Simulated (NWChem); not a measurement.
# One shape, several levels: C2H3O (acetyl radical)

Aim: a comparison of 5 runs (UPBE0/6-31G*, UPBE0/6-31+G*, UPBE0/6-31++G**, UPBE0/6-311+G**, UPBE0/6-311++G(2d,2p)) of C2H3O (acetyl radical). 

The results are computed with NWChem 7.3.0.

## 1. The molecule

C2H3O: 6 atoms, total charge 0, spin state doublet. As SMILES, `C[C]=O`. The shape is that of a PBE0-D4/def2-TZVP optimisation.

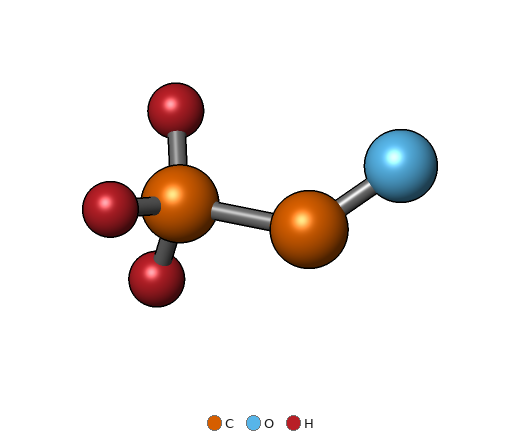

Viewed from a chosen angle; carbon orange, oxygen blue, hydrogen red.

## 2. Energy and one-electron properties at UPBE0/6-31G(d) (spherical functions) (run 1)

Input file sp.nw:

```
start sp
title "C2H3O PBE0"
memory stack 880 mb heap 220 mb global 1100 mb
charge 0

geometry units angstroms noautosym nocenter noautoz
 C     -0.150600     0.360900    -0.246200
 C     -0.095300    -0.937800     0.496900
 O      0.811800    -1.439800     1.050900
 H     -0.929700     0.983800     0.196900
 H      0.814100     0.875700    -0.222400
 H     -0.450200     0.157100    -1.276100
end

basis spherical bse
 * library 6-31G*
end

dft
 xc pbe0
 mult 2
 grid fine
 convergence energy 1e-08
 iterations 100
 mulliken
 noprint "final vectors analysis"
end

property
 dipole
 quadrupole
 mulliken
end

task dft property
```

The run is started by

```bash
$ nwchem sp.nw > sp.out
```

Standard output:

```text
[...]
          Wavefunction type:  spin polarized.
          No. of atoms     :     6
          No. of electrons :    23
[...]
          Charge           :     0
          Spin multiplicity:     2
[...]
          AO basis - number of functions:    48
[...]
              XC Information
              --------------
                         PBE0 Method XC Functional
                     Hartree-Fock (Exact) Exchange  0.250
          PerdewBurkeErnzerhof Exchange Functional  0.750
            Perdew 1991 LDA Correlation Functional  1.000 local
           PerdewBurkeErnz. Correlation Functional  1.000 non-local
[...]
 d= 0,ls=0.0,diis     1   -152.9166859830 -2.16D+02  1.40D-02  1.60D-01     0.6
[...]
 d= 0,ls=0.0,diis    12   -152.9990567472 -1.63D-09  7.22D-07  2.26D-10     5.4
[...]
         Total DFT energy =     -152.999056747177
      One electron energy =     -332.407997936345
           Coulomb energy =      136.484095573547
    Exchange-Corr. energy =      -20.330981667641
 Nuclear repulsion energy =       63.255827283261
[...]
      <S2> =      0.7526 (Exact =     0.7500)
[...]
   Dipole moment        2.4536518867 Debye(s)
             DMX       -0.8261898278 DMXEFC        0.0000000000
             DMY        1.8983281002 DMYEFC        0.0000000000
             DMZ       -1.3168782684 DMZEFC        0.0000000000
   -EFC- dipole         0.0000000000 DEBYE(S)
   Total dipole         2.4536518867 DEBYE(S)
[...]
```

Wall time 6 s (1 thread of Intel Xeon 6975P-C (Granite Rapids), shared host); peak memory 0.11 GiB.

Atomic charges (e):

| atom | Mulliken | Löwdin |
| --- | --- | --- |
| C1 | -0.628 | -0.430 |
| C2 | +0.277 | +0.040 |
| O3 | -0.300 | -0.100 |
| H4 | +0.221 | +0.170 |
| H5 | +0.209 | +0.150 |
| H6 | +0.221 | +0.170 |

## 3. Energy and one-electron properties at UPBE0/6-31+G(d) (spherical functions) (run 2)

Input file a.nw:

```
start a
title "C2H3O"
memory 2200 mb

geometry units angstroms noautosym nocenter noautoz
  C    -0.150600    0.360900   -0.246200
  C    -0.095300   -0.937800    0.496900
  O     0.811800   -1.439800    1.050900
  H    -0.929700    0.983800    0.196900
  H     0.814100    0.875700   -0.222400
  H    -0.450200    0.157100   -1.276100
end

basis spherical bse
  * library 6-31+G*
end

dft
  xc pbe0
  mult 2
  grid fine
  convergence energy 1e-08
  maxiter 100
  mulliken
  noprint "final vectors analysis"
end

property
  dipole
  quadrupole
  mulliken
end

task dft property
```

The run is started by

```bash
$ nwchem a.nw > a.out
```

Standard output:

```text
[...]
          Wavefunction type:  spin polarized.
          No. of atoms     :     6
          No. of electrons :    23
[...]
          Charge           :     0
          Spin multiplicity:     2
[...]
          AO basis - number of functions:    60
[...]
              XC Information
              --------------
                         PBE0 Method XC Functional
                     Hartree-Fock (Exact) Exchange  0.250
          PerdewBurkeErnzerhof Exchange Functional  0.750
            Perdew 1991 LDA Correlation Functional  1.000 local
           PerdewBurkeErnz. Correlation Functional  1.000 non-local
[...]
 d= 0,ls=0.0,diis     1   -152.9256440334 -2.16D+02  1.82D-02  1.61D-01     0.8
[...]
 d= 0,ls=0.0,diis    12   -153.0080469116 -2.03D-09  2.13D-06  3.63D-10     7.5
[...]
         Total DFT energy =     -153.008046911604
      One electron energy =     -332.146399733530
           Coulomb energy =      136.179344315605
    Exchange-Corr. energy =      -20.296818776941
 Nuclear repulsion energy =       63.255827283261
[...]
      <S2> =      0.7529 (Exact =     0.7500)
[...]
   Dipole moment        2.6687294557 Debye(s)
             DMX       -0.8175030117 DMXEFC        0.0000000000
             DMY        2.1019672208 DMYEFC        0.0000000000
             DMZ       -1.4267233566 DMZEFC        0.0000000000
   -EFC- dipole         0.0000000000 DEBYE(S)
   Total dipole         2.6687294557 DEBYE(S)
[...]
```

It took 8.1 s on 1 thread of Intel Xeon 6975P-C (Granite Rapids), shared host; peak memory 0.11 GiB.

Atomic charges (e):

| atom | Mulliken | Löwdin |
| --- | --- | --- |
| C1 | -0.688 | -0.530 |
| C2 | +0.182 | +0.110 |
| O3 | -0.275 | -0.240 |
| H4 | +0.263 | +0.220 |
| H5 | +0.255 | +0.220 |
| H6 | +0.263 | +0.220 |

Runs 3 to 4 aren't shown in full; the table further down has their settings and results.

## 4. Energy and one-electron properties at UPBE0/6-311++G(2d,2p) (run 5)

Input file c2h3o.nw:

```
START c2h3o
memory total 2200 mb
GEOMETRY noautosym nocenter noautoz
  C     -0.150600     0.360900    -0.246200
  C     -0.095300    -0.937800     0.496900
  O      0.811800    -1.439800     1.050900
  H     -0.929700     0.983800     0.196900
  H      0.814100     0.875700    -0.222400
  H     -0.450200     0.157100    -1.276100
END
BASIS "ao basis" spherical bse
  * library "6-311++G(2d,2p)"
END
DFT
  xc pbe0
  mult 2
  grid fine
  convergence energy 1e-08
  maxiter 100
  mulliken
  noprint "final vectors analysis"
END
PROPERTY
  dipole
  quadrupole
  mulliken
END
TASK dft property
```

The run is started by

```bash
$ nwchem c2h3o.nw > c2h3o.out
```

Standard output:

```text
[...]
          Wavefunction type:  spin polarized.
          No. of atoms     :     6
          No. of electrons :    23
[...]
          Charge           :     0
          Spin multiplicity:     2
[...]
          AO basis - number of functions:   111
[...]
              XC Information
              --------------
                         PBE0 Method XC Functional
                     Hartree-Fock (Exact) Exchange  0.250
          PerdewBurkeErnzerhof Exchange Functional  0.750
            Perdew 1991 LDA Correlation Functional  1.000 local
           PerdewBurkeErnz. Correlation Functional  1.000 non-local
[...]
 d= 0,ls=0.0,diis     1   -152.9709387000 -2.16D+02  7.62D-03  1.82D-01     2.1
[...]
 d= 0,ls=0.0,diis    12   -153.0538162090 -3.24D-09  8.15D-07  1.32D-09    22.4
[...]
         Total DFT energy =     -153.053816209003
      One electron energy =     -332.332540690134
           Coulomb energy =      136.340026575256
    Exchange-Corr. energy =      -20.317129377387
 Nuclear repulsion energy =       63.255827283261
[...]
      <S2> =      0.7534 (Exact =     0.7500)
[...]
   Dipole moment        2.6308345480 Debye(s)
             DMX       -0.7867626056 DMXEFC        0.0000000000
             DMY        2.0806375239 DMYEFC        0.0000000000
             DMZ       -1.4047215081 DMZEFC        0.0000000000
   -EFC- dipole         0.0000000000 DEBYE(S)
   Total dipole         2.6308345480 DEBYE(S)
[...]
```

Run time: 23 s. Hardware: 1 thread of Intel Xeon 6975P-C (Granite Rapids), shared host; peak memory 0.12 GiB.

Atomic charges (e):

| atom | Mulliken | Löwdin |
| --- | --- | --- |
| C1 | -0.090 | +0.010 |
| C2 | +0.051 | -0.090 |
| O3 | -0.228 | +0.040 |
| H4 | +0.097 | +0.010 |
| H5 | +0.072 | +0.010 |
| H6 | +0.097 | +0.020 |

## 5. All runs side by side

| run | level | energy (Eh) | dipole moment (D) | ⟨S²⟩ | wall time |
| --- | --- | --- | --- | --- | --- |
| 1 | UPBE0/6-31G* (spherical functions) | -152.999057 | 2.45 | 0.753 | 6 s |
| 2 | UPBE0/6-31+G* (spherical functions) | -153.008047 | 2.67 | 0.753 | 8.1 s |
| 3 | UPBE0/6-31++G** (spherical functions) | -153.012299 | 2.67 | 0.753 | 11 s |
| 4 | UPBE0/6-311+G** | -153.048900 | 2.68 | 0.753 | 14 s |
| 5 | UPBE0/6-311++G(2d,2p) | -153.053816 | 2.63 | 0.753 | 23 s |

Convergence of the dipole moment of doublet C2H3O with the basis set, against the last point:

| basis set | from the last (D) | wall time |
| --- | --- | --- |
| 6-31G* | -0.1772 | 6 s |
| 6-31+G* | +0.0379 | 8.1 s |
| 6-31++G** | +0.0400 | 11 s |
| 6-311+G** | +0.0507 | 14 s |
| 6-311++G(2d,2p) | +0.0000 | 23 s |

Convergence of the total energy of doublet C2H3O with the basis set, against the last point:

| basis set | from the last (mEh) | wall time |
| --- | --- | --- |
| 6-31G* | +54.759 | 6 s |
| 6-31+G* | +45.769 | 8.1 s |
| 6-31++G** | +41.517 | 11 s |
| 6-311+G** | +4.916 | 14 s |
| 6-311++G(2d,2p) | +0.000 | 23 s |

## 6. Summary of results

| quantity | value |
| --- | --- |
| run 5: total energy | -153.05382 Eh |
| run 5: dipole moment | 2.63 D |
| run 5: ⟨S²⟩ | 0.753 |

For the dipole moment of doublet C2H3O to stay within 0.1 D of the last point, 6-31+G* is the first point of the series from which all later ones do (8.1 s against 23 s). The dipole moment (its size) runs from 2.45 D (UPBE0/6-31G*) to 2.68 D (UPBE0/6-311+G**). All runs together took 61 s, the longest 23 s.
